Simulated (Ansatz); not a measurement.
## BSiNH7F: geometry relaxation (part 2 of 2)

Continued. System: BSiNH7F. Method: RKS PBE-D4/cc-pVDZ (Ansatz 0.2.0). The input holds or restrains some coordinates. Forces given for the steps count only the free coordinates. It belongs to a series of runs on one base structure; here: pulled along the bonds that form and break, towards end A.

Geometry of the input (Å):
```
B  0.0000  0.0000  0.0000
F  0.0000  0.0000  1.6700
H  1.0305  0.0000  -0.5950
H  -1.0305  0.0000  -0.5950
N  0.0773  -1.7539  0.5833
H  -0.4410  -2.5119  0.0539
Si 1.0434  -2.1779  2.0663
H  1.2276  -3.6248  2.1308
H  2.3474  -1.5244  2.0018
H  0.3313  -1.7252  3.2578
H  0.0473  -1.0728  1.5337
```

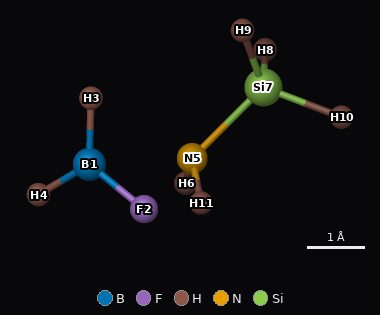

**Figure 1.** The geometry at step 12 of the log (ball-and-stick view, seen at a tilt; atoms are numbered from 1 in the order of the input).

Trajectory as extended XYZ, continued
```
11
Properties=species:S:1:pos:R:3:forces:R:3 step=5 energy=-12864.89583
B     0.0097    0.3691    0.0150    0.2411  -1.3285  -1.1677
F     0.0431    0.6209    1.3268   -0.1109   0.5809   0.7493
H     1.0689    0.2301   -0.5840   -0.0971   0.4201   0.1122
H    -1.0710    0.1905   -0.5502    0.1156   0.3336   0.2827
N     0.1418   -2.2182    0.7426   -0.7794   2.9150   0.8381
H    -0.4987   -2.6457    0.0925   -0.1500  -0.6119   0.0437
Si    1.1531   -2.3538    2.1248    0.8822  -0.9782   0.6870
H     1.3756   -3.8071    2.2920    0.5029  -0.4707   0.4743
H     2.3994   -1.5247    2.0099    0.2031  -0.0803  -0.0708
H     0.3621   -1.7574    3.2794    0.1590  -0.1649   0.0099
H    -0.3507   -1.4946    1.3589   -0.9665  -0.6151  -1.9587
11
Properties=species:S:1:pos:R:3:forces:R:3 step=6 energy=-12865.44038
B     0.0220    0.3962   -0.0244    0.0816  -0.7804  -0.5585
F     0.0150    0.6415    1.2934    0.0350   0.4521   0.6534
H     1.0883    0.3243   -0.5962    0.0598   0.2212  -0.0367
H    -1.0659    0.2573   -0.5546   -0.0228   0.1115  -0.0619
N     0.0916   -2.2097    0.7903   -1.2695   2.1342   0.1776
H    -0.4959   -2.7118    0.1163    0.4457  -0.3542   0.4166
Si    1.1612   -2.4055    2.1532    0.4430  -0.5148   0.3142
H     1.4827   -3.8615    2.3874    0.1164   0.0327   0.0740
H     2.4194   -1.5773    1.9923    0.0103  -0.1722  -0.0507
H     0.4044   -1.8050    3.3184    0.1365  -0.1463   0.1013
H    -0.4893   -1.4395    1.2316   -0.0360  -0.9837  -1.0292
11
Properties=species:S:1:pos:R:3:forces:R:3 step=7 energy=-12865.69291
B     0.0299    0.4223   -0.0934    0.0002  -0.3169  -0.1781
F    -0.0528    0.6396    1.2344    0.1493   0.3670   0.4454
H     1.1190    0.4545   -0.6303   -0.0033   0.0286   0.0343
H    -1.0461    0.3208   -0.6488   -0.0077  -0.0785  -0.2043
N     0.0351   -2.1572    0.8657   -1.3137   1.2841  -0.2539
H    -0.4469   -2.7764    0.1831    0.5941   0.1202   0.7434
Si    1.1659   -2.4248    2.2001    0.1066  -0.2341  -0.0172
H     1.5274   -3.8834    2.3750   -0.0822   0.0226  -0.0722
H     2.4571   -1.6624    1.9807   -0.0928  -0.0199   0.0280
H     0.4871   -1.9155    3.4556    0.1419  -0.0341  -0.0423
H    -0.6423   -1.4085    1.1854    0.5077  -1.1390  -0.4832
11
Properties=species:S:1:pos:R:3:forces:R:3 step=8 energy=-12865.83338
B     0.0386    0.4440   -0.1089    0.1335  -0.3444  -0.4440
F    -0.1514    0.6590    1.2049   -0.0178   0.3560   0.5107
H     1.1664    0.5480   -0.5561   -0.0392  -0.0017   0.0564
H    -0.9658    0.2699   -0.7764    0.0205  -0.0257  -0.0392
N     0.0106   -2.1055    0.8942   -0.9209   0.7571  -0.3793
H    -0.4427   -2.8668    0.3615    0.2554   0.2124   0.3594
Si    1.1598   -2.4150    2.1988    0.3141  -0.2188   0.0458
H     1.4739   -3.8970    2.2480   -0.0494   0.0915  -0.0087
H     2.4547   -1.6715    1.9553   -0.0569  -0.0141   0.0220
H     0.5967   -1.9604    3.5205   -0.0086  -0.0168   0.0611
H    -0.7075   -1.3956    1.1658    0.3693  -0.7955  -0.1842
11
Properties=species:S:1:pos:R:3:forces:R:3 step=9 energy=-12865.88156
B     0.0587    0.4513   -0.1518    0.1013  -0.4332  -0.5160
F    -0.2833    0.6681    1.1284   -0.1363   0.4109   0.5755
H     1.2321    0.5627   -0.4550   -0.0132  -0.0124   0.0289
H    -0.8551    0.2709   -0.9426    0.0781   0.0012   0.0341
N    -0.0497   -2.0620    0.9331   -0.1242   0.6378   0.1466
H    -0.4993   -2.8800    0.5111   -0.0682  -0.0292   0.0286
Si    1.1807   -2.4146    2.1853   -0.0792   0.0028  -0.0676
H     1.5030   -3.8865    2.1189    0.0055  -0.0143  -0.0118
H     2.4483   -1.6329    1.9388   -0.0504   0.0153  -0.0201
H     0.6732   -2.0687    3.5678    0.0242  -0.0258  -0.0170
H    -0.7755   -1.3993    1.2736    0.2624  -0.5532  -0.1812
11
Properties=species:S:1:pos:R:3:forces:R:3 step=10 energy=-12865.90337
B     0.0570    0.4479   -0.1676   -0.0071  -0.2672  -0.2835
F    -0.4461    0.7533    1.0580    0.0355   0.1323  -0.0536
H     1.2693    0.5431   -0.3318   -0.2420  -0.0481   0.1076
H    -0.7574    0.2393   -1.0720    0.2376   0.0255   0.3026
N    -0.0665   -2.0402    0.9617   -0.0660   0.2488   0.1415
H    -0.5672   -2.8825    0.6354   -0.0040   0.2882   0.0338
Si    1.1983   -2.4349    2.1796   -0.1587   0.1376  -0.1055
H     1.5288   -3.8995    2.0274   -0.0030   0.0195  -0.0081
H     2.4315   -1.6125    1.9047   -0.0050  -0.0025   0.0310
H     0.7407   -2.1586    3.6007    0.0457  -0.0530  -0.0856
H    -0.7552   -1.3462    1.3115    0.1671  -0.4811  -0.0802
11
Properties=species:S:1:pos:R:3:forces:R:3 step=11 energy=-12865.88496
B     0.0618    0.4695   -0.1856    0.2314  -1.0351  -0.2087
F    -0.4914    0.7519    1.0104   -0.1459   0.5205   0.3068
H     1.2831    0.4957   -0.2719   -0.2064   0.2156  -0.0221
H    -0.7098    0.1670   -1.0859    0.1148   0.2459   0.0085
N    -0.0897   -2.0038    0.9964   -0.3055   0.2435   0.1185
H    -0.5922   -2.8249    0.6170    0.0908   0.3017   0.1264
Si    1.2056   -2.4342    2.1670   -0.1953   0.1449  -0.0857
H     1.5551   -3.8938    1.9900   -0.0319   0.0585  -0.0691
H     2.4302   -1.5894    1.9058   -0.0412  -0.0319   0.0094
H     0.7714   -2.2086    3.5996    0.0296  -0.0195  -0.0081
H    -0.7906   -1.3203    1.3647    0.4596  -0.6442  -0.1760
11
Properties=species:S:1:pos:R:3:forces:R:3 step=12 energy=-12865.93071
B     0.0774    0.4167   -0.2231    0.2831  -0.4467  -0.4240
F    -0.5586    0.7774    0.9020   -0.3408   0.3749   0.5178
H     1.2876    0.5142   -0.2325    0.0578  -0.0206   0.0078
H    -0.6087    0.1428   -1.1886   -0.0202  -0.0221  -0.0211
N    -0.1069   -2.0005    1.0513   -0.5467   0.6591   0.0654
H    -0.7153   -2.7798    0.7680    0.1412  -0.0761  -0.0325
Si    1.2065   -2.4411    2.1721    0.0605  -0.1083   0.0250
H     1.6080   -3.8537    1.8240    0.0254   0.0349   0.0023
H     2.3735   -1.5086    1.9666   -0.0349   0.0028  -0.0094
H     0.8190   -2.3857    3.6361   -0.0116  -0.0210  -0.0209
H    -0.7490   -1.2727    1.4319    0.3863  -0.3769  -0.1104
11
Properties=species:S:1:pos:R:3:forces:R:3 step=13 energy=-12865.94942
B     0.0859    0.3849   -0.2688    0.3505  -0.5243  -0.3656
F    -0.5891    0.8255    0.8048   -0.3574   0.3999   0.4683
H     1.3018    0.4444   -0.2217   -0.0344  -0.0087  -0.0169
H    -0.5670    0.0782   -1.2503    0.0175  -0.0067   0.0176
N    -0.1538   -1.9517    1.1400   -0.0049   0.5719  -0.0344
H    -0.7673   -2.7190    0.8477   -0.1502   0.0410  -0.0234
Si    1.2090   -2.4681    2.1688   -0.0378   0.2056   0.1200
H     1.7193   -3.7985    1.6674   -0.0996   0.0584  -0.0216
H     2.3008   -1.4320    2.0616   -0.0193  -0.0320   0.0043
H     0.8210   -2.5831    3.6321    0.0793  -0.0921  -0.0307
H    -0.7274   -1.1715    1.5260    0.2563  -0.6129  -0.1175
11
Properties=species:S:1:pos:R:3:forces:R:3 step=14 energy=-12865.96259 accepted=F
B     0.0885    0.3610   -0.3155    0.1646  -0.3290  -0.0070
F    -0.6352    0.8480    0.7223   -0.1199   0.2028   0.0425
H     1.3033    0.4194   -0.2172   -0.0898  -0.0194  -0.0073
H    -0.5202    0.0356   -1.3224    0.0194  -0.0126   0.1087
N    -0.1630   -1.9171    1.1948   -0.1549   0.6896   0.0594
H    -0.8151   -2.6622    0.9199   -0.0617   0.0900   0.0262
Si    1.2108   -2.4663    2.1892    0.0893  -0.1813   0.1257
H     1.7418   -3.7443    1.5412   -0.1250   0.2879   0.1364
H     2.2648   -1.3773    2.1437   -0.1157  -0.1314   0.0634
H     0.8603   -2.7725    3.6577    0.1183   0.0722  -0.3543
H    -0.7026   -1.1152    1.5940    0.2753  -0.6688  -0.1937
11
Properties=species:S:1:pos:R:3:forces:R:3 step=15 energy=-12865.96319
B     0.0927    0.3717   -0.2855    0.3275  -0.5312  -0.3520
F    -0.6027    0.8308    0.7675   -0.3507   0.4057   0.4468
H     1.3067    0.4347   -0.2207   -0.0165  -0.0041  -0.0059
H    -0.5420    0.0439   -1.2717    0.0112  -0.0059   0.0125
N    -0.1582   -1.9398    1.1606   -0.1634   0.6606  -0.0010
H    -0.8028   -2.6917    0.8906   -0.0553   0.0267  -0.0096
Si    1.2079   -2.4619    2.1770   -0.0128   0.0364   0.0602
H     1.7244   -3.7581    1.6006   -0.0358   0.0465   0.0021
H     2.2736   -1.3982    2.1074   -0.0134  -0.0130   0.0092
H     0.8477   -2.6768    3.6366    0.0415  -0.0384  -0.0420
H    -0.7142   -1.1456    1.5452    0.2677  -0.5831  -0.1204
11
Properties=species:S:1:pos:R:3:forces:R:3 step=16 energy=-12865.96947
B     0.0914    0.3604   -0.3067    0.3248  -0.5184  -0.3502
F    -0.6191    0.8413    0.7263   -0.3515   0.4044   0.4392
H     1.3041    0.4261   -0.2288   -0.0079  -0.0056   0.0023
H    -0.5298    0.0157   -1.2956    0.0092  -0.0179   0.0147
N    -0.1575   -1.9225    1.1847   -0.2583   0.6895   0.0149
H    -0.8284   -2.6561    0.9227    0.0092   0.0481   0.0104
Si    1.2077   -2.4671    2.1881    0.0259  -0.0389   0.0290
H     1.7391   -3.7260    1.5448   -0.0147   0.0529   0.0225
H     2.2512   -1.3795    2.1652   -0.0179  -0.0176   0.0130
H     0.8664   -2.7710    3.6385    0.0138  -0.0023  -0.0748
H    -0.6916   -1.1120    1.5683    0.2676  -0.5941  -0.1210
11
Properties=species:S:1:pos:R:3:forces:R:3 step=17 energy=-12865.97286
B     0.0950    0.3432   -0.3454    0.2691  -0.6171  -0.2400
F    -0.6420    0.8392    0.6631   -0.3377   0.4587   0.3629
H     1.3047    0.4209   -0.2453    0.0040   0.0287  -0.0106
H    -0.5046   -0.0508   -1.3303    0.0204   0.0216   0.0158
N    -0.1642   -1.8823    1.2328   -0.3436   0.6612   0.0269
H    -0.8672   -2.5883    0.9694    0.1032   0.0866   0.0444
Si    1.2095   -2.4742    2.1957    0.0559  -0.1414   0.0520
H     1.7688   -3.6700    1.4484   -0.0338   0.1399   0.0891
H     2.2202   -1.3523    2.2608   -0.0587  -0.0808   0.0076
H     0.8817   -2.9157    3.6226    0.0327   0.0602  -0.1850
H    -0.6686   -1.0607    1.6358    0.2885  -0.6177  -0.1630
11
Properties=species:S:1:pos:R:3:forces:R:3 step=18 energy=-12865.97100 accepted=F
B     0.0877    0.3296   -0.3478    0.3297  -0.2908  -0.4284
F    -0.6544    0.8505    0.6440   -0.3605   0.3437   0.4402
H     1.2958    0.4635   -0.2675   -0.0184  -0.1092   0.0507
H    -0.5053   -0.0529   -1.3412    0.0119  -0.1035   0.0669
N    -0.1599   -1.8855    1.2416   -0.2608   0.7502  -0.0001
H    -0.8786   -2.5806    0.9965    0.0639   0.0777   0.0189
Si    1.2102   -2.4888    2.2035    0.0583  -0.0894   0.0254
H     1.7822   -3.6697    1.4479   -0.0378   0.0934   0.0655
H     2.2215   -1.3703    2.2875   -0.0607  -0.0546   0.0046
H     0.8738   -2.9469    3.6188    0.0206   0.0449  -0.1318
H    -0.6397   -1.0396    1.6242    0.2539  -0.6623  -0.1118
11
Properties=species:S:1:pos:R:3:forces:R:3 step=19 energy=-12865.97609
B     0.0888    0.3392   -0.3474    0.3330  -0.5425  -0.2994
F    -0.6443    0.8369    0.6617   -0.3717   0.4549   0.4098
H     1.2990    0.4372   -0.2596   -0.0114  -0.0087   0.0023
H    -0.5121   -0.0532   -1.3311    0.0066  -0.0153   0.0164
N    -0.1594   -1.8791    1.2354   -0.2163   0.6767  -0.0015
H    -0.8638   -2.5804    0.9731    0.0202   0.0322   0.0137
Si    1.2096   -2.4815    2.1985    0.0108  -0.0236   0.0035
H     1.7758   -3.6670    1.4570   -0.0083   0.0246   0.0101
H     2.2241   -1.3701    2.2759   -0.0167  -0.0104   0.0058
H     0.8710   -2.9215    3.6120    0.0028   0.0054  -0.0356
H    -0.6554   -1.0514    1.6321    0.2509  -0.5932  -0.1250
```

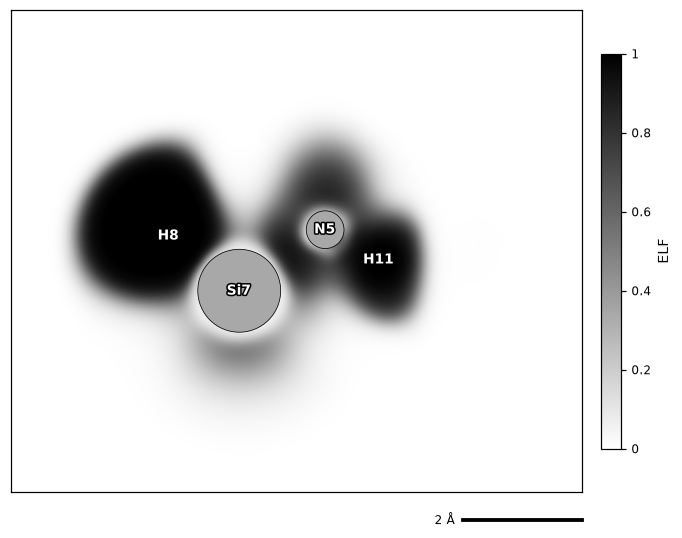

**Figure 2.** Electron localisation function on the plane of atoms Si7, N5 and H11. Grey discs, where drawn, cover atomic cores. Si–N (1.78 Å): the ELF peaks at about 0.90 between the atoms, which marks a polar covalent bond. N–H (1.04 Å): the ELF climbs to about 1 towards the hydrogen, as it does in any bond to H (a covalent bond by its length). Si–H (1.51 Å): the ELF climbs to about 1 towards the hydrogen.

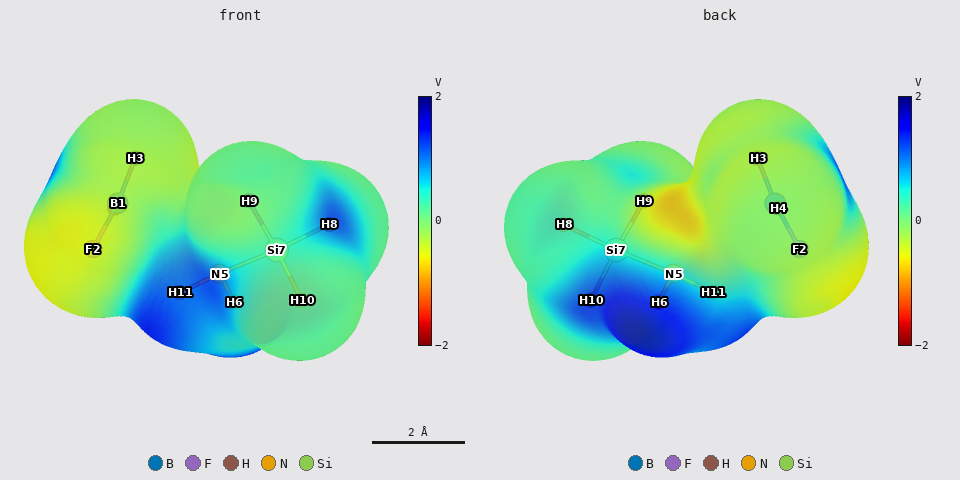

**Figure 3.** The electrostatic potential painted on the density surface at 0.002 e/bohr³, seen at a tilt and from behind; red is negative and blue positive.

Results in brief

| quantity | value |
| --- | --- |
| outcome | converged under the restraints of the input |
| total energy | −12865.9761 eV |
| mean-field energy | −12865.8145 eV |
| largest force (length of the vector) at the end, held atoms and coordinates included | 0.716 eV/Å |
| wall time | 31 s (CPU time 59 s) |
| peak memory | 0.15 GiB |
